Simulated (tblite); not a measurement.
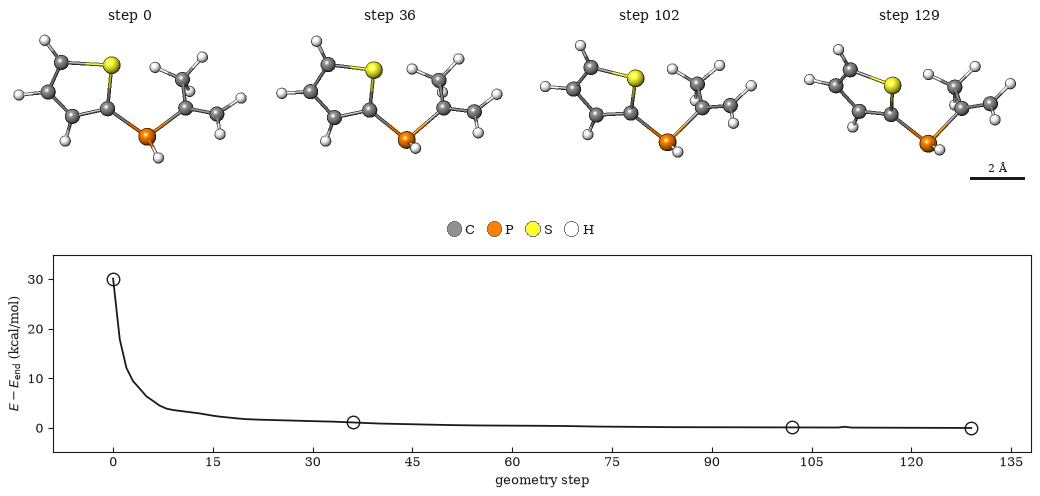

Frames of a relaxation of C$_{7}$H$_{9}$PS, marked on the history of the run. A ball-and-stick model, seen at a tilt.

Theory: tblite, GFN2-xTB geometry optimisation, gas phase. 

### Describe the path.

Over 129 geometry steps the energy falls by 30.1 kcal/mol. The atom that moves furthest after the best rigid fit is an H atom (0.92 Å). Largest moves by element: H 0.92 Å, S 0.88 Å, C 0.51 Å, P 0.27 Å. Near-neighbour distances that change, for instance: C–S 1.882 → 1.716 Å, C–S 1.862 → 1.741 Å, C–C 1.337 → 1.411 Å, H–P 1.447 → 1.399 Å. Among the angles between lasting bonds that change: C–P–H 111.0° → 95.3°, C–P–C 110.5° → 97.7°, C–P–H 107.5° → 94.8°. Groups turn about C–P by about 35°, C–C by about 25°. From step 0 to 36: an H atom moves most (0.44 Å), energy −29.0 kcal/mol. From step 36 to 102: S and H atoms move most (0.47 Å), energy −0.98 kcal/mol. From step 102 to 129: the S atom moves most (0.43 Å), energy −0.13 kcal/mol.

| step | E − E(0), kcal/mol |
| --- | --- |
| 0 | 0.00 |
| 1 | -12.22 |
| 2 | -17.99 |
| 3 | -20.67 |
| 4 | -22.17 |
| 5 | -23.73 |
| 6 | -24.65 |
| 7 | -25.61 |
| 8 | -26.20 |
| 9 | -26.49 |
| 10 | -26.66 |
| 16 | -27.82 |
| 23 | -28.48 |
| 29 | -28.71 |
| 35 | -28.94 |
| 41 | -29.25 |
| 48 | -29.45 |
| 54 | -29.60 |
| 60 | -29.64 |
| 66 | -29.69 |
| 73 | -29.83 |
| 79 | -29.92 |
| 85 | -29.95 |
| 91 | -29.96 |
| 98 | -29.96 |
| 104 | -29.99 |
| 110 | -29.87 |
| 116 | -30.08 |
| 123 | -30.10 |
| 129 | -30.11 |
